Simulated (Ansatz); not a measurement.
```csv
atom,x (Å),y (Å),z (Å)
P,1.7148,-0.7083,1.2332
Si,1.2817,-1.0945,-0.7884
Si,-0.4120,0.1542,1.2775
Si,-0.8939,-0.2836,-1.0019
H,2.2287,-1.7391,-1.7505
H,-0.4320,1.6042,1.6366
H,-1.3004,-0.5677,2.2375
H,-1.9460,-1.2989,-1.3083
H,-1.0718,0.8870,-1.9127
```

Geometry: B3LYP-D3(BJ)/def2-SVP.

All numbers below come from isolated molecule in a Gaussian basis; Kohn-Sham density functional theory, functional PBE0 in Ansatz 0.2.0.

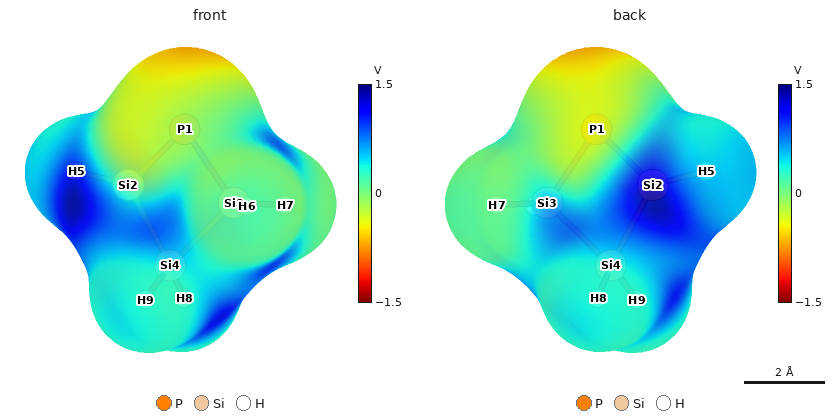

H₅PSi₃ (SMILES [SiH]1=P[SiH2][SiH2]1). The electrostatic potential painted on the density surface at 0.002 e/bohr³, seen from the front and from behind; red is negative and blue positive.

> Which sites attract a positive test charge, and which a negative one?

A positive charge is drawn to the negative regions and a negative charge to the positive ones. The most negative region (about −0.7 V) lies over P1, the most positive (about +1.4 V) over Si2.

> What dipole moment does the calculation give?

Its dipole moment is 1.84 D.
